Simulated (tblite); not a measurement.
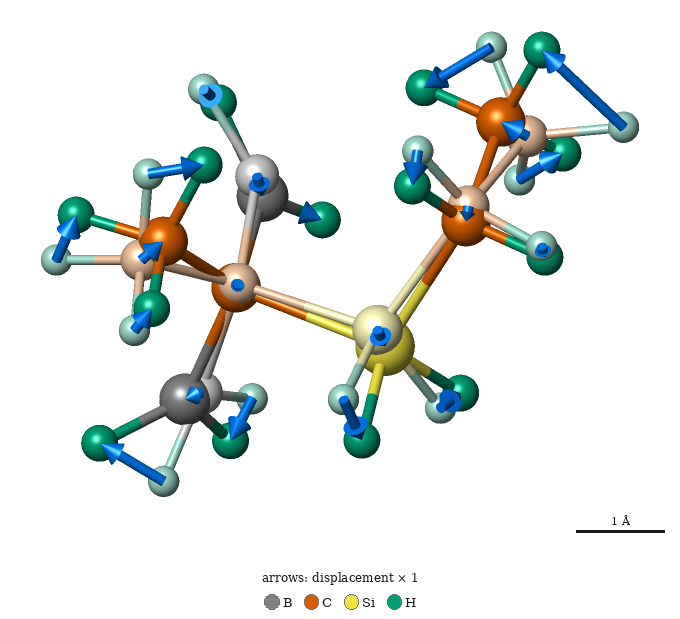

This is a relaxation of C$_{4}$H$_{14}$B$_{2}$Si. The starting structure is drawn faded, the final one solid; blue arrows show the displacements, at their true length. The two geometries are superimposed by the best rigid fit.

A ball-and-stick model, seen from a free direction.

Computed with tblite 0.8.0, GFN2-xTB geometry optimisation, gas phase. 

Which element moves most?

Answer. Hydrogen: up to 1.36 Å, against 0.37 Å for carbon.

What happened in the run?

Answer. The energy falls by 25.8 kcal/mol in 160 geometry steps. The largest move after the best rigid fit is that of an H atom, 1.36 Å. By element the largest moves are H 1.36 Å, C 0.37 Å, Si 0.32 Å, B 0.31 Å. Some distances before and after: C–Si 1.852 → 1.940 Å, B–C 1.608 → 1.551 Å, C–Si 1.853 → 1.908 Å, C–H 1.128 → 1.090 Å. Bond angles that change, for instance: C–B–H 114.4° → 121.1°, B–C–C 108.8° → 114.5°, H–B–H 113.1° → 118.9°. Groups turn about C–C by about 50°, C–Si by about 25°. Cost: 4.3 s on 1 thread of Intel(R) Xeon(R) Processor @ 2.50GHz, with other jobs on the host.
